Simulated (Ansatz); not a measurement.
Pair distribution function (Li-O) of Li3OCl (antiperovskite; a metastable compound), cell Li24Cl8O8, begun in the crystal structure [in the run: it stayed crystalline; mean temperature 687 K (target 700 K); density 1.94 g/cm³, volume +4 % from the start crystal's; mean pressure -0.5 GPa against a target of 0; Γ point only, which a denser mesh shifts by -0.6 GPa in pressure and 0.03 eV/Å in forces], from MD at 687 K. These are r2SCAN (plane waves, PAW; Ansatz, a program for electronic structure) values and carry that method's errors. Volume per atom 12.39 Å³, mean pressure -0.5 GPa. 

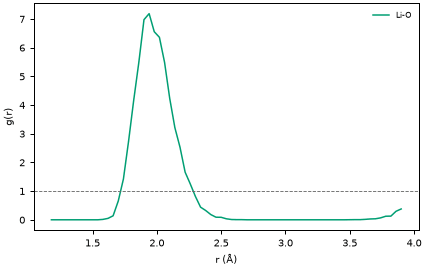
Pair distribution from the trajectory

Q: Read off the position and height of the first peak of the Li-O curve, where the first shell ends and the number of neighbours in it.

A: first peak at 1.95 Å with height 7.2; g is nil from 2.6 to 3.6 Å, so any cut there serves; 2.0 O round each Li and 6.0 Li round each O in the shell, from n = 4πρ∫r²g(r)dr.
